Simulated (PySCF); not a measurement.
**SCS-MP2/aug-cc-pVTZ run of Br2 (bromine)**

Aim: the vertical ionisation energy of Br2 (bromine) at SCS-MP2/aug-cc-pVTZ, from 2 runs. The job is set up through a Python script.

The calculation is run with PySCF 2.14.0.

3 further runs of the same task are left out: 3 set aside as unsound or not needed.

**1. The system as given**

Br2 has 2 atoms, charge 0, and is taken as a singlet. SMILES: `BrBr`. Geometry: relaxed at PBE0-D4/def2-TZVP.

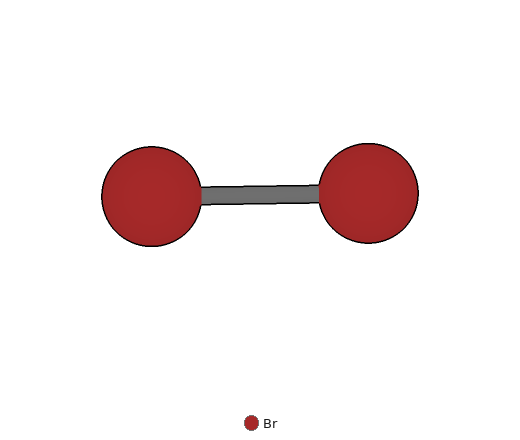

Viewed from a chosen angle; bromine red.

**2. A single-point energy at SCS-MP2/aug-cc-pVTZ**

The input, calc.py:

```python
# BrBr
from pyscf import gto, mp

mol = gto.Mole()
mol.atom = '''
Br   0.972980  -0.325390   0.498520
Br  -0.972980   0.325390  -0.498520
'''
mol.spin = 0
mol.verbose = 4
mol.max_memory = 1860
mol.basis = 'aug-cc-pvtz'
mol.build()

hf = mol.RHF()
hf.conv_tol = 1e-10
hf.kernel()
if not hf.converged:
    hf = hf.newton().run(hf.mo_coeff, hf.mo_occ)

pt = mp.MP2(hf, frozen=18).run()
e_final = hf.e_tot + 1.2 * pt.e_corr_os + pt.e_corr_ss / 3
print(f'total energy: {e_final:.8f} hartree')
```

Started as:

```
OMP_NUM_THREADS=1 python calc.py
```

Standard output:

```text
PySCF version 2.14.0

[INPUT] num. atoms = 2
[INPUT] num. electrons = 70
[INPUT] charge = 0
[INPUT] spin (= nelec alpha-beta = 2S) = 0
[INPUT] symmetry False subgroup None
[INPUT] Mole.unit = angstrom
[INPUT] Symbol           X                Y                Z      unit          X                Y                Z       unit  Magmom
[INPUT]  1 Br     0.972980000000  -0.325390000000   0.498520000000 AA    1.838665724679  -0.614897983672   0.942066267618 Bohr   0.0
[INPUT]  2 Br    -0.972980000000   0.325390000000  -0.498520000000 AA   -1.838665724679   0.614897983672  -0.942066267618 Bohr   0.0

nuclear repulsion = 284.153756979729
number of shells = 28
number of NR pGTOs = 254
number of NR cGTOs = 118
basis = aug-cc-pvtz
ecp = {}

******** <class 'pyscf.scf.hf.RHF'> ********
method = RHF
initial guess = minao
damping factor = 0
level_shift factor = 0
DIIS = <class 'pyscf.scf.diis.CDIIS'>
diis_start_cycle = 1
diis_space = 8
diis_damp = 0
SCF conv_tol = 1e-10
SCF conv_tol_grad = None
SCF max_cycles = 50
direct_scf = True
direct_scf_tol = 1e-13
Set gradient conv threshold to 1e-05
Initial guess from minao.
init E= -5142.88061718379
  HOMO = -0.323842412419237  LUMO = -0.128538518995679  gap/eV = 5.31449
cycle= 1 E= -5144.89986607808  delta_E= -2.02  |g|= 0.247  |ddm|= 1.88
  HOMO = -0.425758882415051  LUMO = -0.0282417265388641  gap/eV = 10.81699
cycle= 2 E= -5144.91332593019  delta_E= -0.0135  |g|= 0.114  |ddm|= 0.204
  HOMO = -0.405541789501246  LUMO = -0.0058155513817697  gap/eV = 10.87710
cycle= 3 E= -5144.91575918306  delta_E= -0.00243  |g|= 0.0171  |ddm|= 0.0715
  HOMO = -0.405434464530538  LUMO = -0.00265333931152867  gap/eV = 10.96023
cycle= 4 E= -5144.91592185357  delta_E= -0.000163  |g|= 0.00354  |ddm|= 0.018
  HOMO = -0.406080490328204  LUMO = -0.00276603417674792  gap/eV = 10.97475
cycle= 5 E= -5144.91593126313  delta_E= -9.41e-06  |g|= 0.000435  |ddm|= 0.00438
  HOMO = -0.406046478023144  LUMO = -0.00270071261610383  gap/eV = 10.97560
cycle= 6 E= -5144.91593139274  delta_E= -1.3e-07  |g|= 8.78e-05  |ddm|= 0.000594
  HOMO = -0.406058082479234  LUMO = -0.00271169788608461  gap/eV = 10.97561
cycle= 7 E= -5144.91593139495  delta_E= -2.21e-09  |g|= 1.99e-05  |ddm|= 8.87e-05
  HOMO = -0.406062327415697  LUMO = -0.00271581380270902  gap/eV = 10.97562
cycle= 8 E= -5144.91593139513  delta_E= -1.83e-10  |g|= 2.33e-06  |ddm|= 3.32e-05
  HOMO = -0.406062285088645  LUMO = -0.00271606812499758  gap/eV = 10.97561
cycle= 9 E= -5144.91593139515  delta_E= -1.55e-11  |g|= 2.71e-07  |ddm|= 4.63e-06
  HOMO = -0.406062265914103  LUMO = -0.00271606683312609  gap/eV = 10.97561
Extra cycle  E= -5144.91593139513  delta_E= 1.64e-11  |g|= 8.62e-08  |ddm|= 3.42e-07
converged SCF energy = -5144.91593139513

******** <class 'pyscf.mp.mp2.RMP2'> ********
nocc = 17, nmo = 100
frozen orbitals 18
E(RMP2) = -5145.37847350604  E_corr = -0.462542110905764
E(SCS-RMP2) = -5145.3535209724  E_corr = -0.437589577272513
E_corr(same-spin) = -0.135531872093543
E_corr(oppo-spin) = -0.327010238812221
total energy: -5145.35352097 hartree
```

Wall time 6 s (1 thread of Arm Neoverse V2, shared host); peak memory 0.39 GiB.

**3. The doublet cation, same level**

The input, job.py:

```python
from pyscf import gto, scf, mp

mol = gto.Mole()
mol.atom = '''
Br     0.972980    -0.325390     0.498520
Br    -0.972980     0.325390    -0.498520
'''
mol.verbose = 4
mol.max_memory = 1860
mol.charge = 1
mol.basis = 'aug-cc-pvtz'
mol.spin = 1
mol.build()

calc0 = scf.UHF(mol)
calc0.conv_tol = 1e-10
calc0.kernel()
if not calc0.converged:
    calc0 = calc0.newton().run(calc0.mo_coeff, calc0.mo_occ)

pt = mp.MP2(calc0, frozen=18).run()
energy = calc0.e_tot + 1.2 * pt.e_corr_os + pt.e_corr_ss / 3
print('E = %.10f Eh' % energy)
```

Started as:

```
OMP_NUM_THREADS=1 python job.py
```

Standard output:

```text
PySCF version 2.14.0

[INPUT] num. atoms = 2
[INPUT] num. electrons = 69
[INPUT] charge = 1
[INPUT] spin (= nelec alpha-beta = 2S) = 1
[INPUT] symmetry False subgroup None
[INPUT] Mole.unit = angstrom
[INPUT] Symbol           X                Y                Z      unit          X                Y                Z       unit  Magmom
[INPUT]  1 Br     0.972980000000  -0.325390000000   0.498520000000 AA    1.838665724679  -0.614897983672   0.942066267618 Bohr   0.0
[INPUT]  2 Br    -0.972980000000   0.325390000000  -0.498520000000 AA   -1.838665724679   0.614897983672  -0.942066267618 Bohr   0.0

nuclear repulsion = 284.153756979729
number of shells = 28
number of NR pGTOs = 254
number of NR cGTOs = 118
basis = aug-cc-pvtz
ecp = {}

[... 19 lines left out ...]
WARN: beta  nocc = 34  HOMO -0.323842412419302 >= LUMO -0.323842412419237
[... 42 lines left out ...]
converged SCF energy = -5144.5396598474  <S^2> = 0.77334477  2S+1 = 2.0232101
[... 1 line left out ...]
******** <class 'pyscf.mp.ump2.UMP2'> ********
nocc = (np.int64(17), np.int64(16)), nmo = (100, 100)
frozen orbitals 18
E(UMP2) = -5144.98685619923  E_corr = -0.447196351829069
E(SCS-UMP2) = -5144.9614180803  E_corr = -0.421758232902179
E_corr(same-spin) = -0.132550833799274
E_corr(oppo-spin) = -0.314645518029795
E = -5144.9614180803 Eh
```

Wall time 9 s (1 thread of Arm Neoverse V2, shared host); peak memory 0.41 GiB.

**4. What came out**

At SCS-MP2/aug-cc-pVTZ, 18 core orbitals frozen:

| quantity | value |
| --- | --- |
| singlet Br2: total energy | -5145.35352 Eh |
| singlet Br2: dipole moment (Hartree–Fock density) | 0.00 D |
| singlet Br2: HOMO energy (Hartree–Fock orbitals) | -11.05 eV |
| singlet Br2: LUMO energy (Hartree–Fock orbitals) | -0.07 eV |
| singlet Br2: HOMO–LUMO gap (Hartree–Fock orbitals) | 10.98 eV |
| singlet Br2: correlation energy (18 core orbitals frozen) | -437.6 mEh |
| doublet cation: total energy | -5144.96142 Eh |
| doublet cation: HOMO energy (Hartree–Fock orbitals) (highest over α and β) | -18.18 eV |
| doublet cation: LUMO energy (Hartree–Fock orbitals) (lowest over α and β) | -9.48 eV |
| doublet cation: correlation energy (18 core orbitals frozen) | -421.8 mEh |
| doublet cation: ⟨S²⟩ of the reference determinant | 0.773 |
| vertical ionisation energy (to the doublet cation) | 10.670 eV |

**Reading.** Removing an electron at fixed nuclei costs 10.67 eV (1029 kJ/mol).
